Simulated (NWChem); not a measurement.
# NSF3 (thiazyl trifluoride): levels of theory compared

Wanted: a comparison of 5 runs (HF/STO-3G, HF/3-21G, B3LYP/6-31G*, M06-2X/def2-SVPD) of NSF3 (thiazyl trifluoride). 

The calculation is run with NWChem 7.3.0.

1 further run of the same task is left out (it didn't finish).

## Step 1: The system as given

The species is NSF3 (5 atoms), meant as a singlet with charge 0. As SMILES, `N#S(F)(F)F`. Geometry: relaxed at PBE0-D4/def2-TZVP.

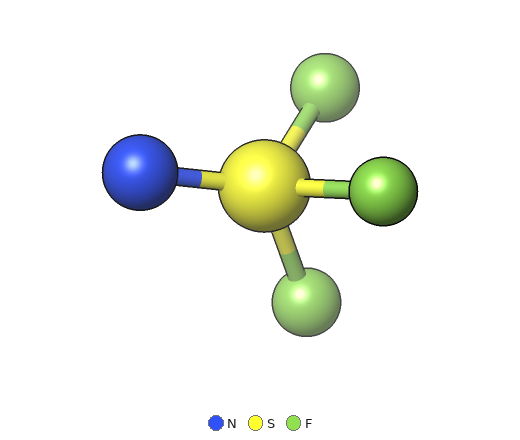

The structure, seen from a chosen angle (nitrogen blue, sulfur yellow, fluorine green).

## Step 2: Energy and gradient at HF/STO-3G (run 1)

The input, run.py:

```python
from ase import Atoms
from ase.calculators.nwchem import NWChem

mol = Atoms(['N', 'S', 'F', 'F', 'F'], positions=[
    [-0.349630, -0.004150, 1.591380],
    [-0.047340, -0.000560, 0.215490],
    [1.023370, -0.939300, -0.408980],
    [-1.108620, -0.317610, -0.875740],
    [0.482210, 1.261610, -0.522150],
])

calc = NWChem(
    label='f3ns',
    theory='scf',
    memory='2200 mb',
    basis='STO-3G',
    basispar='spherical bse',
    scf={'nopen': '0', 'rhf': None, 'thresh': '1e-08', 'maxiter': '80'},
)
mol.calc = calc

forces = mol.get_forces()
e = mol.get_potential_energy()
print(f"E = {e:.6f} eV")
print("forces (eV/A):")
for s, f in zip(mol.symbols, forces):
    print(f"{s:2s} {f[0]:10.5f} {f[1]:10.5f} {f[2]:10.5f}")
print("dipole (e A):", mol.get_dipole_moment().round(4))
```

Run with:

```bash
export ASE_NWCHEM_COMMAND="nwchem PREFIX.nwi > PREFIX.nwo"
python run.py
```

The program printed:

```text
E = -20150.312894 eV
forces (eV/A):
N    -1.65245   -0.01959    7.52135
S    -0.47169   -0.00566    2.14692
F     3.72095   -3.17300   -2.56915
F    -3.48791   -1.07086   -4.14734
F     1.89115    4.26916   -2.95183
dipole (e A): [ 0.1057  0.0013 -0.4812]
```

The calculator wrote f3ns.nwi:

```
title "f3ns"

permanent_dir f3ns

scratch_dir f3ns

start f3ns

geometry units angstrom nocenter noautosym noautoz
  N  -3.4963000000000000e-01 -4.1500000000000000e-03 1.5913800000000000e+00
  S  -4.7340000000000000e-02 -5.5999999999999995e-04 2.1548999999999999e-01
  F  1.0233699999999999e+00 -9.3930000000000002e-01 -4.0898000000000001e-01
  F  -1.1086199999999999e+00 -3.1761000000000000e-01 -8.7573999999999996e-01
  F  4.8221000000000003e-01 1.2616099999999999e+00 -5.2215000000000000e-01
end

memory 2200 mb

basis spherical bse noprint
   * library STO-3G
end

scf
  nopen 0
  rhf
  thresh 1e-08
  maxiter 80
end

task scf gradient
```

f3ns.nwo:

```text
Northwest Computational Chemistry Package (NWChem) 7.3.0
             --------------------------------------------------------

           Job information
           ---------------

    nwchem branch   = 7.3.0
    use scalapack   = T
    input           = f3ns.nwi
    prefix          = f3ns.
    data base       = f3ns/f3ns.db
    status          = startup
    nproc           =        1

           Memory information
           ------------------

[... 5 lines left out ...]
    hardfail = no
[... 126 lines left out ...]
         Quadratically convergent ROHF
[... 15 lines left out ...]
       Final RHF  results
[... 4 lines left out ...]
      Two-electron energy =    571.970976288293
[... 38 lines left out ...]
                       ROHF Final Molecular Orbital Analysis
[... 194 lines left out ...]
                 ----------------------------------------
                 |  Time  |  1-e(secs)   |  2-e(secs)   |
                 ----------------------------------------
                 |  CPU   |       0.00   |       0.18   |
                 ----------------------------------------
                 |  WALL  |       0.00   |       0.18   |
                 ----------------------------------------

 Task  times  cpu:        0.9s     wall:        0.9s
 Total times  cpu:        1.0s     wall:        1.0s
```

Wall time 1.8 s (1 thread of Intel Xeon 6975P-C (Granite Rapids), shared host); peak memory 0.1 GiB.

## Step 3: Energy and gradient at HF/3-21G (run 2)

The input, run.py:

```python
from ase import Atoms
from ase.calculators.nwchem import NWChem

molecule = Atoms('NSFFF', positions=[
    [-0.349630, -0.004150, 1.591380],
    [-0.047340, -0.000560, 0.215490],
    [1.023370, -0.939300, -0.408980],
    [-1.108620, -0.317610, -0.875740],
    [0.482210, 1.261610, -0.522150],
])

calc = NWChem(
    label='f3ns',
    theory='scf',
    memory='2200 mb',
    basis='3-21G',
    basispar='spherical bse',
    scf={'nopen': '0', 'rhf': None, 'thresh': '1e-08', 'maxiter': '80', 'print': 'low'},
)
molecule.calc = calc

forces = molecule.get_forces()
print(f"energy = {molecule.get_potential_energy():.6f} eV")
print("forces (eV/A):")
for s, f in zip(molecule.symbols, forces):
    print(f"{s:2s} {f[0]:10.5f} {f[1]:10.5f} {f[2]:10.5f}")
```

Run with:

```bash
export ASE_NWCHEM_COMMAND="nwchem PREFIX.nwi > PREFIX.nwo"
python run.py
```

The program printed:

```text
energy = -20300.941370 eV
forces (eV/A):
N    -1.35204   -0.01599    6.15424
S     0.07595    0.00077   -0.34622
F     2.18744   -1.85567   -1.55372
F    -2.02865   -0.62617   -2.47680
F     1.11730    2.49706   -1.77751
```

The calculator wrote f3ns.nwi:

```
title "f3ns"

permanent_dir f3ns

scratch_dir f3ns

start f3ns

geometry units angstrom nocenter noautosym noautoz
  N  -3.4963000000000000e-01 -4.1500000000000000e-03 1.5913800000000000e+00
  S  -4.7340000000000000e-02 -5.5999999999999995e-04 2.1548999999999999e-01
  F  1.0233699999999999e+00 -9.3930000000000002e-01 -4.0898000000000001e-01
  F  -1.1086199999999999e+00 -3.1761000000000000e-01 -8.7573999999999996e-01
  F  4.8221000000000003e-01 1.2616099999999999e+00 -5.2215000000000000e-01
end

memory 2200 mb

basis spherical bse noprint
   * library 3-21G
end

scf
  nopen 0
  rhf
  thresh 1e-08
  maxiter 80
  print low
end

task scf gradient
```

f3ns.nwo:

```text
Northwest Computational Chemistry Package (NWChem) 7.3.0
             --------------------------------------------------------

           Job information
           ---------------

    nwchem branch   = 7.3.0
    use scalapack   = T
    input           = f3ns.nwi
    prefix          = f3ns.
    data base       = f3ns/f3ns.db
    status          = startup
    nproc           =        1

           Memory information
           ------------------

[... 5 lines left out ...]
    hardfail = no
[... 103 lines left out ...]
       Final RHF  results
[... 3 lines left out ...]
      One-electron energy =  -1597.229395157741
[... 1 line left out ...]
 Nuclear repulsion energy =    284.226749486710
[... 6 lines left out ...]
                         RHF ENERGY GRADIENTS

    atom               coordinates                        gradient
                 x          y          z           x          y          z
   1 N      -0.660705  -0.007842   3.007272    0.026293   0.000311  -0.119681
   2 S      -0.089460  -0.001058   0.407217   -0.001477  -0.000015   0.006733
   3 F       1.933889  -1.775020  -0.772860   -0.042539   0.036087   0.030215
   4 F      -2.094988  -0.600196  -1.654909    0.039451   0.012177   0.048166
   5 F       0.911245   2.384097  -0.986720   -0.021728  -0.048560   0.034567

 Task  times  cpu:        1.2s     wall:        1.2s
 Total times  cpu:        1.2s     wall:        1.2s
```

It took 2 s on 1 thread of Intel Xeon 6975P-C (Granite Rapids), shared host; peak memory 0.1 GiB.

Runs 3 to 4 aren't shown in full; the table further down has their settings and results.

## Step 4: Energy and gradient at M06-2X/def2-SVPD (run 5)

The input, geom.nw:

```
start geom
title "F3NS gradient"
memory stack 880 mb heap 220 mb global 1100 mb
charge 0

geometry units angstrom noautosym nocenter noautoz
   N     -0.349630    -0.004150     1.591380
   S     -0.047340    -0.000560     0.215490
   F      1.023370    -0.939300    -0.408980
   F     -1.108620    -0.317610    -0.875740
   F      0.482210     1.261610    -0.522150
end

basis "ao basis" spherical bse
   * library def2-SVPD
end

dft
   xc m06-2x
   grid fine
   convergence energy 1e-08
   maxiter 100
   mulliken
   print medium
end

task dft gradient
```

Run with:

```bash
nwchem geom.nw > geom.out
```

The program printed:

```text
[...]
          Wavefunction type:  closed shell.
          No. of atoms     :     5
          No. of electrons :    50
[...]
          Charge           :     0
          Spin multiplicity:     1
[...]
          AO basis - number of functions:   116
[...]
              XC Information
              --------------
                       M06-2X Method XC Functional
                     Hartree-Fock (Exact) Exchange  0.540
                        M06-2X Exchange Functional  1.000
                      M06-2X Correlation Potential  1.000
[...]
 d= 0,ls=0.0,diis     1   -751.5724865932 -1.04D+03  2.18D-02  2.09D+00     2.0
[...]
 d= 0,ls=0.0,diis    11   -751.7997666973 -9.94D-10  2.36D-07  9.13D-10    18.6
         Total DFT energy =     -751.799766697293
      One electron energy =    -1602.913193788366
           Coulomb energy =      630.732904444097
    Exchange-Corr. energy =      -63.846226839734
 Nuclear repulsion energy =      284.226749486710
[...]
  wavefunction    = closed shell
                         DFT ENERGY GRADIENTS
    atom               coordinates                        gradient
                 x          y          z           x          y          z
   1 N      -0.660705  -0.007842   3.007272    0.003118   0.000036  -0.014196
   2 S      -0.089460  -0.001058   0.407217    0.006111   0.000083  -0.027805
   3 F       1.933889  -1.775020  -0.772860   -0.015511   0.013095   0.011306
   4 F      -2.094988  -0.600196  -1.654909    0.014254   0.004415   0.017821
   5 F       0.911245   2.384097  -0.986720   -0.007971  -0.017628   0.012875
[...]
```

Run time: 26 s. Hardware: 1 thread of Intel Xeon 6975P-C (Granite Rapids), shared host; peak memory 0.13 GiB.

## Step 5: Overview of the runs

```csv
run,level,iteration cap,module,energy (Eh),dipole moment (D),HOMO energy (eV),LUMO energy (eV),wall time
1,HF/STO-3G,80,scf,-740.510347,2.37,-7.70,9.31,1.8 s
2,HF/3-21G,80,scf,-746.045841,–,–,–,2 s
3,B3LYP/6-31G* (spherical functions),100,dft,-752.293127,2.05,-9.11,-1.15,17 s
4,B3LYP/6-31G* (Cartesian functions),100,dft,-752.300908,2.05,-9.13,-1.16,18 s
5,M06-2X/def2-SVPD,100,dft,-751.799767,1.93,-11.26,-0.58,26 s
```

## Step 6: What came out

```
                       quantity          value
            run 5: total energy  -751.79977 Eh
           run 5: dipole moment         1.93 D
             run 5: HOMO energy      -11.26 eV
             run 5: LUMO energy       -0.58 eV
           run 5: HOMO–LUMO gap       10.68 eV
run 5: largest force on an atom     1.464 eV/Å
```

What this shows: Over runs 1, 3, 4, 5 the dipole moment (its size) runs from 1.93 D (M06-2X/def2-SVPD) to 2.37 D (HF/STO-3G). The two ends differ in method and basis. Over runs 1, 3, 4, 5 the HOMO–LUMO gap runs from 7.96 eV (B3LYP/6-31G*) to 17.01 eV (HF/STO-3G). Totals of different functionals can't be ranked against each other. In run 1 the basis is minimal, so the values are rough. All runs together took 64 s, the longest 26 s.
